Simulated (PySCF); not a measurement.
# C2H6F2OSi: electronic excitations and core binding energies

Wanted: the electronic excitations and core binding energies of C2H6F2OSi (`COC(F)(F)[SiH3]`), by calculation.

Computed with PySCF 2.14.0, with density-fitted response routines of our own, on a single molecule in the gas phase. Atoms are numbered from 0 throughout.

**1. The starting structure**

12 atoms, charge 0, multiplicity 1; geometry from: GFN2-xTB.

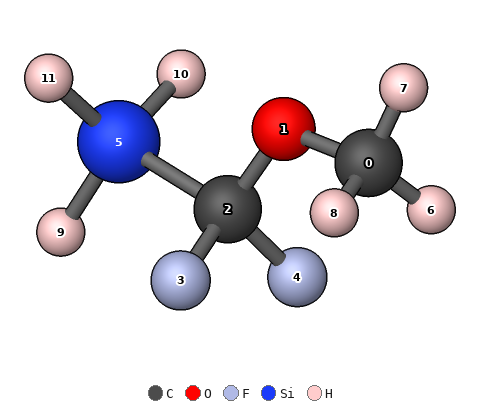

As it starts; carbon dark grey, oxygen red, fluorine light blue, silicon blue, hydrogen pink, atoms numbered.

**2. Excited states and response: CAM-B3LYP/def2-SVPD**

The job: settings as JSON, then the geometry in Å.

```
{"job": {"kind": "uv", "xc": "CAM-B3LYP", "basis": "def2-SVPD", "nstates": 8, "ntriplets": 3}, "charge": 0, "multiplicity": 1}
C      1.967444    -0.162428     0.398667
O      0.739744    -0.253980    -0.328839
C     -0.365066     0.182111     0.299276
F     -0.226693     1.494924     0.699867
F     -0.551960    -0.476922     1.496693
Si    -1.871977    -0.051212    -0.892254
H      1.915535    -0.760729     1.310412
H      2.733480    -0.554325    -0.264364
H      2.183375     0.877394     0.651721
H     -3.040124     0.433168    -0.162342
H     -1.923456    -1.482425    -1.167489
H     -1.559102     0.753737    -2.067375
```

Method: TDDFT CAM-B3LYP/def2-SVPD, vertical, gas phase, core orbitals frozen in the response.

Run with:

```
$ OMP_NUM_THREADS=1 python probes_run.py task.json out
```

The driver reads the jobs from task.json and runs them one after another.

Log:

```text
coarse grid: 10776 points
cycle   1  E = -643.5421649586  dE =  6.305e-01  |g| = 8.446e-01  |ddm| = 3.943e+00
cycle   2  E = -643.4945445848  dE =  4.762e-02  |g| = 1.052e+00  |ddm| = 1.712e+00
cycle   3  E = -643.6738256102  dE = -1.793e-01  |g| = 3.829e-02  |ddm| = 8.977e-01
cycle   4  E = -643.6741428581  dE = -3.172e-04  |g| = 1.514e-02  |ddm| = 8.868e-02
cycle   5  E = -643.6741834098  dE = -4.055e-05  |g| = 7.556e-03  |ddm| = 2.750e-02
cycle   6  E = -643.6741934506  dE = -1.004e-05  |g| = 1.720e-03  |ddm| = 9.134e-03
cycle   7  E = -643.6741940746  dE = -6.239e-07  |g| = 5.182e-04  |ddm| = 2.463e-03
final grid: 100992 points
cycle   8  E = -643.7685781763  dE = -2.528e-05  |g| = 4.627e-03  |ddm| = 4.290e-02
cycle   9  E = -643.7685773878  dE =  7.885e-07  |g| = 5.334e-03  |ddm| = 8.607e-03
cycle  10  E = -643.7685818665  dE = -4.479e-06  |g| = 2.988e-04  |ddm| = 3.828e-03
cycle  11  E = -643.7685818817  dE = -1.525e-08  |g| = 1.743e-04  |ddm| = 5.169e-04
cycle  12  E = -643.7685818882  dE = -6.493e-09  |g| = 3.667e-05  |ddm| = 2.149e-04
cycle  13  E = -643.7685818885  dE = -2.404e-10  |g| = 1.640e-05  |ddm| = 4.811e-05
converged SCF energy = -643.7685818885

Static polarisability (au): isotropic 58.806, principal 53.376 54.670 68.373

Singlet excitations
state   eV       nm        f      main configurations
  1   8.5940    144.3   0.03876   H->L 0.93
  2   8.6377    143.5   0.00446   H-1->L 0.83
  3   8.9335    138.8   0.00463   H->L+3 0.54, H-3->L 0.18
  4   9.0072    137.7   0.00284   H-2->L 0.35, H->L+4 0.21, H-2->L+1 0.10
  5   9.0893    136.4   0.00308   H-1->L+2 0.50, H->L+3 0.19, H-1->L+4 0.11
  6   9.1893    134.9   0.10277   H->L+1 0.48, H->L+4 0.16, H-2->L 0.15
  7   9.2759    133.7   0.01053   H-1->L+4 0.20, H->L+3 0.17, H-3->L 0.17
  8   9.2965    133.4   0.22974   H->L+1 0.45, H->L+4 0.29, H-2->L 0.09

Triplet excitations (Tamm-Dancoff, eV): 7.8234 8.2975 8.3505
```

Wall time 28 s (1 thread of Arm Neoverse V1, shared host); peak memory 0.76 GiB.

The orbitals next to the gap, with their largest atomic shares:

| orbital | eV | atoms |
| --- | --- | --- |
| HOMO−3 | -11.77 | Si5 40 %, H11 23 %, H10 23 % |
| HOMO−2 | -11.60 | Si5 28 %, H9 20 %, O1 17 % |
| HOMO−1 | -10.56 | O1 57 %, C0 15 %, H6 7 % |
| HOMO | -10.53 | C2 24 %, Si5 21 %, F3 14 % |
| LUMO | 1.10 | Si5 33 %, C2 10 %, H10 9 % |
| LUMO+1 | 1.26 | Si5 58 %, H11 10 %, H10 10 % |
| LUMO+2 | 1.68 | C0 24 %, Si5 14 %, H7 12 % |

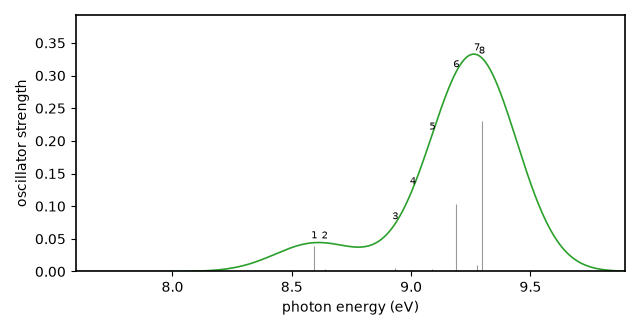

Absorption spectrum from the 8 singlet states computed; above the last one it falls off for lack of states. Lines are broadened to a width of 0.40 eV (Gaussian).

Ground-state properties from the same run:

| property | computed |
| --- | --- |
| dipole moment (D) | 1.34 |
| polarisability (Å³) | 8.71 |
| HOMO–LUMO gap (eV) | 11.62 |
| −ε(HOMO) (eV) | 10.53 |

**3. Core-electron binding energies: SCAN, X2C**

Settings changed since step 2:

```diff
@@ -1,2 +1,2 @@
-{"job": {"kind": "uv", "xc": "CAM-B3LYP", "basis": "def2-SVPD", "nstates": 8, "ntriplets": 3}, "charge": 0, "multiplicity": 1}
+{"job": {"kind": "xps"}, "charge": 0, "multiplicity": 1}
 C      1.967444    -0.162428     0.398667
```

Method: delta-SCF UKS SCAN, pcX-2 on the ionised atom, pcseg-1 elsewhere, spin-free X2C.

Log:

```text
ground state, core basis on atom 0 (C), 149 functions
  cycle   1  E = -644.74345489  |g| = 7.45e-01
  cycle   2  E = -644.57719778  |g| = 1.24e+00
  cycle   3  E = -644.83672166  |g| = 7.23e-02
  cycle   4  E = -644.83773856  |g| = 2.77e-02
  cycle   5  E = -644.83791626  |g| = 7.08e-03
  cycle   6  E = -644.83792985  |g| = 1.42e-03
  cycle   7  E = -644.83792861  |g| = 1.38e-03
  cycle   8  E = -644.83792751  |g| = 1.16e-04
  E(ground) = -644.86833638 Eh
hole in C 1s of atom 0
  cycle   1  E = -633.53864204  |g| = 1.50e+00
  cycle   2  E = -632.05008087  |g| = 2.21e+00
  cycle   3  E = -633.94540318  |g| = 5.81e-01
  cycle   4  E = -634.03433791  |g| = 3.84e-01
  cycle   5  E = -634.08296470  |g| = 1.12e-01
  cycle   6  E = -634.08684596  |g| = 4.24e-02
  cycle   7  E = -634.08761843  |g| = 1.23e-02
  cycle   8  E = -634.08767400  |g| = 5.64e-03
  cycle   9  E = -634.08769134  |g| = 2.21e-03
  cycle  10  E = -634.08769675  |g| = 1.04e-03
  cycle  11  E = -634.08769701  |g| = 2.20e-04
  E(ion) = -634.11707769 Eh   <S^2> = 0.7744   hole on atom = 1.000   binding energy = 292.557 eV
ground state, core basis on atom 1 (O), 149 functions
  cycle   1  E = -644.86589311  |g| = 9.51e-02
  cycle   2  E = -644.86560074  |g| = 5.03e-02
  cycle   3  E = -644.86549751  |g| = 5.72e-02
  cycle   4  E = -644.86605611  |g| = 6.85e-03
  cycle   5  E = -644.86606549  |g| = 8.02e-04
  cycle   6  E = -644.86606603  |g| = 2.87e-04
  E(ground) = -644.89483879 Eh
hole in O 1s of atom 1
  cycle   1  E = -624.22131215  |g| = 2.23e+00
  cycle   2  E = -623.48577839  |g| = 2.38e+00
  cycle   3  E = -624.90688090  |g| = 6.31e-01
  cycle   4  E = -624.97363905  |g| = 4.44e-01
  cycle   5  E = -625.03622302  |g| = 6.26e-02
  cycle   6  E = -625.03743906  |g| = 1.43e-02
  cycle   7  E = -625.03752102  |g| = 5.02e-03
  cycle   8  E = -625.03753245  |g| = 1.19e-03
  cycle   9  E = -625.03753502  |g| = 5.38e-04
  cycle  10  E = -625.03753218  |g| = 3.89e-04
  E(ion) = -625.06758650 Eh   <S^2> = 0.7622   hole on atom = 1.000   binding energy = 539.527 eV
ground state, core basis on atom 2 (C), 149 functions
  cycle   1  E = -644.84594949  |g| = 8.57e-02
  cycle   2  E = -644.84434236  |g| = 1.15e-01
  cycle   3  E = -644.84657721  |g| = 2.36e-02
  cycle   4  E = -644.84666308  |g| = 9.45e-03
  cycle   5  E = -644.84667840  |g| = 1.03e-03
  cycle   6  E = -644.84667929  |g| = 1.32e-04
  E(ground) = -644.87717574 Eh
hole in C 1s of atom 2
  cycle   1  E = -633.41207237  |g| = 1.51e+00
  cycle   2  E = -630.68279104  |g| = 2.91e+00
  cycle   3  E = -633.88302261  |g| = 4.35e-01
  cycle   4  E = -633.85975346  |g| = 5.25e-01
  cycle   5  E = -633.96106633  |g| = 1.17e-01
  cycle   6  E = -633.96585213  |g| = 3.69e-02
  cycle   7  E = -633.96642196  |g| = 9.67e-03
  cycle   8  E = -633.96646476  |g| = 4.75e-03
  cycle   9  E = -633.96647585  |g| = 2.24e-03
  cycle  10  E = -633.96647836  |g| = 1.57e-03
  cycle  11  E = -633.96647977  |g| = 7.07e-04
  cycle  12  E = -633.96647937  |g| = 8.69e-05
  E(ion) = -633.99843094 Eh   <S^2> = 0.7747   hole on atom = 1.000   binding energy = 296.026 eV
ground state, core basis on atom 3 (F), 149 functions
  cycle   1  E = -644.88047058  |g| = 1.18e-01
  cycle   2  E = -644.88002267  |g| = 6.83e-02
  cycle   3  E = -644.87994230  |g| = 7.19e-02
  cycle   4  E = -644.88066319  |g| = 3.33e-03
  cycle   5  E = -644.88066537  |g| = 9.86e-04
  cycle   6  E = -644.88066658  |g| = 2.52e-04
  E(ground) = -644.91355334 Eh
hole in F 1s of atom 3
  cycle   1  E = -618.52103314  |g| = 2.58e+00
  cycle   2  E = -618.21983426  |g| = 2.29e+00
  cycle   3  E = -619.25584109  |g| = 6.62e-01
  cycle   4  E = -619.33183310  |g| = 4.88e-01
  cycle   5  E = -619.41714170  |g| = 5.18e-02
  cycle   6  E = -619.41735852  |g| = 4.84e-02
  cycle   7  E = -619.41816397  |g| = 7.32e-03
  cycle   8  E = -619.41818407  |g| = 2.12e-03
  cycle   9  E = -619.41818544  |g| = 9.41e-04
  cycle  10  E = -619.41818460  |g| = 1.68e-04
  E(ion) = -619.45774015 Eh   <S^2> = 0.7576   hole on atom = 1.000   binding energy = 692.688 eV
ground state, core basis on atom 5 (Si), 160 functions
  cycle   1  E = -644.92845183  |g| = 2.95e-01
  cycle   2  E = -644.92659675  |g| = 1.35e-01
  cycle   3  E = -644.92508369  |g| = 1.64e-01
  cycle   4  E = -644.92937113  |g| = 1.30e-02
  cycle   5  E = -644.92939207  |g| = 4.52e-03
  cycle   6  E = -644.92939530  |g| = 6.32e-04
  cycle   7  E = -644.92939564  |g| = 2.62e-04
  E(ground) = -644.91878859 Eh
hole in Si 1s of atom 5
  cycle   1  E = -575.99505498  |g| = 4.35e+00
  cycle   2  E = -576.30336088  |g| = 2.03e+00
  cycle   3  E = -576.84533664  |g| = 6.55e-01
  cycle   4  E = -577.00902617  |g| = 3.34e-01
  cycle   5  E = -577.04259279  |g| = 1.10e-01
  cycle   6  E = -577.04670611  |g| = 3.64e-02
  cycle   7  E = -577.04710493  |g| = 1.91e-02
  cycle   8  E = -577.04723398  |g| = 6.28e-03
  cycle   9  E = -577.04724984  |g| = 1.63e-03
  cycle  10  E = -577.04725113  |g| = 3.27e-04
  E(ion) = -577.04608765 Eh   <S^2> = 0.7525   hole on atom = 1.000   binding energy = 1846.910 eV
hole in Si 2p of atom 5
  cycle   1  E = -640.65129682  |g| = 1.23e+00
  cycle   2  E = -640.63430114  |g| = 1.00e+00
  cycle   3  E = -640.93915030  |g| = 2.66e-01
  cycle   4  E = -640.96339496  |g| = 1.18e-01
  cycle   5  E = -640.96697712  |g| = 3.96e-02
  cycle   6  E = -640.96759668  |g| = 1.59e-02
  cycle   7  E = -640.96768780  |g| = 5.45e-03
  cycle   8  E = -640.96769955  |g| = 2.04e-03
  cycle   9  E = -640.96770139  |g| = 3.57e-04
  E(ion) = -640.97008382 Eh   <S^2> = 0.7529   hole on atom = 1.002   binding energy = 107.450 eV
  2p3/2 = 107.228 eV   2p1/2 = 107.851 eV
```

It took 53 s on 1 thread of Arm Neoverse V1, shared host; peak memory 0.73 GiB.

The holes in one table. −ε is the ground-state orbital energy:

| hole | stands for | environment | ΔSCF (eV; 2p as the shell's mean) | −ε (eV) | ⟨S²⟩ |
| --- | --- | --- | --- | --- | --- |
| C1s on C0 | C0 | methyl carbon bonded to O | 292.56 | 275.1 | 0.774 |
| O1s on O1 | O1 | ether oxygen | 539.53 | 517.8 | 0.762 |
| C1s on C2 | C2 | fully substituted sp3 carbon bonded to 2 F and O and Si | 296.03 | 278.8 | 0.775 |
| F1s on F3 | F3, F4 | fluorine of a CF2 group | 692.69 | 666.9 | 0.758 |
| Si1s on Si5 | Si5 | silicon bonded to C, 3 H | 1846.91 | 1793.6 | 0.752 |
| Si2p on Si5 | Si5 | silicon bonded to C, 3 H | 107.44 | 96.5 | 0.753 |

Each hole run stands for the others of its class of like atoms.

With the spin-orbit splitting: Si5 2p3/2 107.23, 2p1/2 107.85 eV. The table gives each 2p level as the mean over the whole 2p shell (two parts 2p3/2, one part 2p1/2), which differs a little from the single hole in the log.

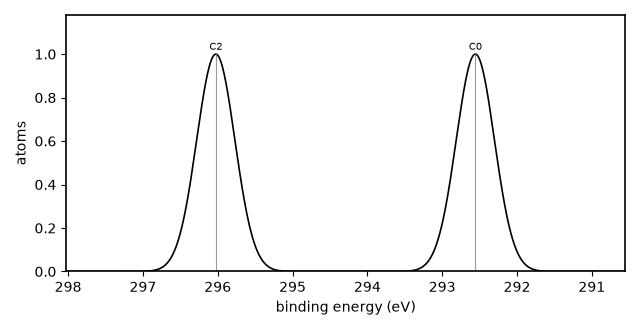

The C1s photoelectron lines, weighted by the number of atoms. Lines are broadened to a width of 0.60 eV (Gaussian).

**4. Summary of results**

```
                                quantity                        value
    lowest singlet (CAM-B3LYP/def2-SVPD)  8.59 eV (144 nm), f = 0.039
brightest single state of those computed  state 8, 9.30 eV, f = 0.230
                          lowest triplet                      7.82 eV
        C1s binding energies, SCAN/pcX-2      C2 296.03, C0 292.56 eV
        O1s binding energies, SCAN/pcX-2                 O1 539.53 eV
        F1s binding energies, SCAN/pcX-2                 F3 692.69 eV
       Si1s binding energies, SCAN/pcX-2               Si5 1846.91 eV
       Si2p binding energies, SCAN/pcX-2                Si5 107.44 eV
```

The first singlet state (HOMO→LUMO 0.93) lies at 8.59 eV and is weak; of the 8 states computed, the strongest absorption comes from state 8 at 9.30 eV (the last computed, so partners may be missing). The lowest triplet lies 0.77 eV below the lowest singlet (triplets in Tamm-Dancoff, singlets in full TDDFT). The C1s levels kept as sound span 3.47 eV, from C0 (methyl carbon bonded to O) up to C2 (fully substituted sp3 carbon bonded to 2 F and O and Si).
